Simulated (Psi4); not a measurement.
# SF (Monosulfur monofluoride) at UB3LYP/6-31G(d) (spherical functions)

What is the energy change on altering one bond length of SF (Monosulfur monofluoride) at UB3LYP/6-31G* (spherical functions)? 

The calculation is run with Psi4 1.11.

4 further runs of the same task are left out: 2 that didn't finish, 2 set aside as unsound or not needed.

**1. Starting point**

SF has 2 atoms, charge 0, and is taken as a doublet. As SMILES, `F[S]`. The shape is that of a PBE0-D4/def2-TZVP optimisation.

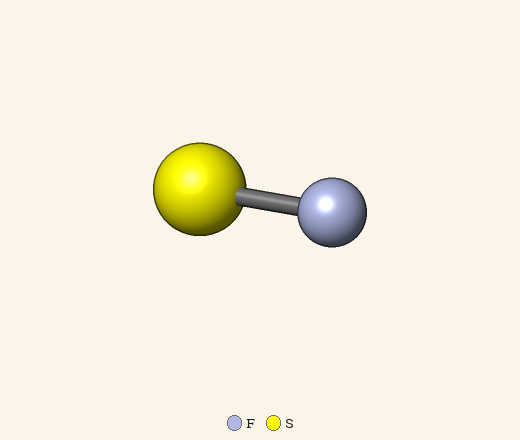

Viewed from a chosen angle; fluorine light blue, sulfur yellow.

**2. Energy and gradient at UB3LYP/6-31G(d) (spherical functions)**

The input, fs.xyz:

```xyz
2
FS
F      0.000000     0.000000     0.016120
S      0.000000     0.000000     1.610410
```

The input, fs.py:

```python
import psi4

psi4.set_memory(2200000000)
psi4.set_num_threads(1)
psi4.core.set_output_file('output.dat', False)

with open('fs.xyz') as f:
    atoms = ''.join(f.readlines()[2:])
molecule = psi4.geometry('0 2\n' + atoms + 'symmetry c1\nno_reorient\nno_com')

psi4.set_options({
    'reference': 'uks',
    'puream': True,
    'e_convergence': 1e-09,
    'd_convergence': 1e-08,
    'scf_type': 'pk',
    'dft_radial_points': 99,
    'dft_spherical_points': 590,
    'maxiter': 100,
})

result, w = psi4.gradient('b3lyp/6-31G*', molecule=molecule, return_wfn=True)
print('gradient / Eh bohr^-1')
print(result.np.round(6))
print(f'energy = {w.energy():.10f} Eh')
```

The run is started by

```console
$ python fs.py
```

output.dat:

```text
[...]
  Running in c1 symmetry.
[...]
  Nuclear repulsion =   47.796522801046237
[...]
  Multiplicity = 2
[...]
  Nalpha       = 13
  Nbeta        = 12
[...]
    Number of basis functions: 32
[...]
   @UKS iter   1:  -497.92628903542391   -2.23633e-01   6.93868e-03 ADIIS/DIIS
[...]
   @UKS iter  11:  -497.94409913305253   -7.38964e-13   4.43728e-09 DIIS
[...]
   @S^2 Observed:                7.523430110E-01
[...]
    Orbital Energies [Eh]
    ---------------------
    Alpha Occupied:
       1A    -88.949526     2A    -24.736493     3A     -8.018021
       4A     -5.985655     5A     -5.984587     6A     -5.967379
       7A     -1.239697     8A     -0.724460     9A     -0.498718
      10A     -0.492042    11A     -0.472830    12A     -0.300011
      13A     -0.258591
    Alpha Virtual:
      14A     -0.050356    15A      0.254863    16A      0.318850
      17A      0.342586    18A      0.351361    19A      0.660611
      20A      0.694825    21A      0.706507    22A      0.707555
      23A      0.889731    24A      1.232308    25A      1.240811
[...]
  @UKS Final Energy:  -497.94409913305253
   => Energetics <=
    Nuclear Repulsion Energy =             47.7965228010462369
    One-Electron Energy =                -783.9059233341445179
    Two-Electron Energy =                 267.3020914229936693
    DFT Exchange-Correlation Energy =     -29.1367900229478849
    Empirical Dispersion Energy =           0.0000000000000000
    VV10 Nonlocal Energy =                  0.0000000000000000
    Total Energy =                       -497.9440991330525321
[...]
 Multipole Moments:
 ------------------------------------------------------------------------------------
     Multipole            Electronic (a.u.)      Nuclear  (a.u.)        Total (a.u.)
 ------------------------------------------------------------------------------------
 L = 1.  Multiply by 2.5417464519 to convert [e a0] to [Debye]
 Dipole X            :         -0.0000000            0.0000000           -0.0000000
 Dipole Y            :          0.0000000            0.0000000            0.0000000
 Dipole Z            :        -48.6586597           48.9659031            0.3072434
 Magnitude           :                                                    0.3072434
[...]
  -Total Gradient:
     Atom            X                  Y                   Z
    ------   -----------------  -----------------  -----------------
       1       -0.000000000000     0.000000000000     0.022889520466
       2       -0.000000000000     0.000000000000    -0.022886132055
[...]
```

On the terminal:

```text
gradient / Eh bohr^-1
[[-0.        0.        0.02289 ]
 [-0.        0.       -0.022886]]
energy = -497.9440991331 Eh
```

Run time: 12 s. Hardware: 1 thread of Intel Xeon at 2.50GHz (Skylake/Cascade Lake), shared host; peak memory 0.3 GiB.

**3. The distorted shape: a single-point energy at UB3LYP/6-31G(d) (spherical functions)**

The input, job.py:

```python
import psi4

psi4.set_memory(2200000000)
psi4.set_num_threads(1)
psi4.set_output_file('output.dat', False)

mol = psi4.geometry("""
0 2
F      0.000000     0.000000    -1.896990
S      0.000000     0.000000     1.610410
units angstrom
symmetry c1
""")

psi4.set_options({
    'basis': '6-31G*',
    'reference': 'uks',
    'puream': True,
    'e_convergence': 1e-09,
    'd_convergence': 1e-08,
    'scf_type': 'pk',
    'dft_radial_points': 99,
    'dft_spherical_points': 590,
    'maxiter': 100,
})

energy_value, wavefunction = psi4.energy('b3lyp', return_wfn=True)
psi4.oeprop(wavefunction, 'QUADRUPOLE', 'DIPOLE', 'MAYER_INDICES')
print(f'b3lyp energy: {energy_value:.10f} Eh')
```

The run is started by

```console
$ python job.py
```

output.dat:

```text
[...]
  Running in c1 symmetry.
[...]
  Nuclear repulsion =   21.725927563574160
[...]
  Multiplicity = 2
[...]
  Nalpha       = 13
  Nbeta        = 12
[...]
    Number of basis functions: 32
[...]
   @UKS iter   1:  -497.42209239740259   -1.83977e-01   2.07501e-02 ADIIS/DIIS
[...]
   @UKS iter  17:  -497.80365120091074   -2.50111e-12   4.98256e-09 DIIS
[...]
   @S^2 Observed:                1.755974267E+00
[...]
    Orbital Energies [Eh]
    ---------------------
    Alpha Occupied:
       1A    -88.913068     2A    -24.783448     3A     -7.986343
       4A     -5.957682     5A     -5.942501     6A     -5.938032
       7A     -1.213104     8A     -0.677695     9A     -0.543004
      10A     -0.454516    11A     -0.453651    12A     -0.319112
      13A     -0.270221
    Alpha Virtual:
      14A     -0.187752    15A      0.267620    16A      0.331228
      17A      0.358770    18A      0.364925    19A      0.720218
      20A      0.728992    21A      0.735537    22A      0.776665
      23A      0.782648    24A      1.072132    25A      1.128832
[...]
  @UKS Final Energy:  -497.80365120091074
   => Energetics <=
    Nuclear Repulsion Energy =             21.7259275635741602
    One-Electron Energy =                -732.1782959143833978
    Two-Electron Energy =                 241.6771282334338764
    DFT Exchange-Correlation Energy =     -29.0284110835353246
    Empirical Dispersion Energy =           0.0000000000000000
    VV10 Nonlocal Energy =                  0.0000000000000000
    Total Energy =                       -497.8036512009106787
[...]
 Multipole Moments:
 ------------------------------------------------------------------------------------
     Multipole            Electronic (a.u.)      Nuclear  (a.u.)        Total (a.u.)
 ------------------------------------------------------------------------------------
 L = 1.  Multiply by 2.5417464519 to convert [e a0] to [Debye]
 Dipole X            :         -0.0000000            0.0000000           -0.0000000
 Dipole Y            :         -0.0000000            0.0000000           -0.0000000
 Dipole Z            :         -2.1494594            2.1099486           -0.0395108
 Magnitude           :                                                    0.0395108
 L = 2.  Multiply by 1.3450342976 to convert [e a0^2] to [Debye ang]
 Quadrupole XX       :        -13.8721902            0.0000000          -13.8721902
 Quadrupole XY       :          1.1131769            0.0000000            1.1131769
[...]
```

On the terminal:

```text
b3lyp energy: -497.8036512009 Eh
```

It took 14 s on 1 thread of Intel Xeon at 2.50GHz (Skylake/Cascade Lake), shared host; peak memory 0.28 GiB.

**4. Outcome**

At UB3LYP/6-31G* (spherical functions):

| quantity | value |
| --- | --- |
| first shape: total energy | -497.94410 Eh |
| first shape: dipole moment | 0.78 D |
| first shape: HOMO energy (highest over α and β) | -6.70 eV |
| first shape: LUMO energy (lowest over α and β) | -4.55 eV |
| first shape: ⟨S²⟩ | 0.752 |
| first shape: largest force on an atom | 1.177 eV/Å |
| distorted shape: total energy | -497.80365 Eh |
| distorted shape: dipole moment | 0.10 D |
| distorted shape: HOMO energy (highest over α and β) | -7.35 eV |
| distorted shape: LUMO energy (lowest over α and β) | -6.76 eV |
| distorted shape: ⟨S²⟩ | 1.756 |
| energy change with the F1–S2 bond stretched from 1.594 to 3.507 Å | 3.822 eV |

With the F1–S2 bond stretched from 1.594 to 3.507 Å the energy rises by 3.82 eV (369 kJ/mol). The first shape isn't relaxed at this level, so the change isn't measured from a minimum. The largest force (first shape) is 1.18 eV/Å: the shape isn't a stationary point for this species at this level. ⟨S²⟩ (distorted shape) is 1.76 where a pure doublet has 0.75: the reference is spin-contaminated.
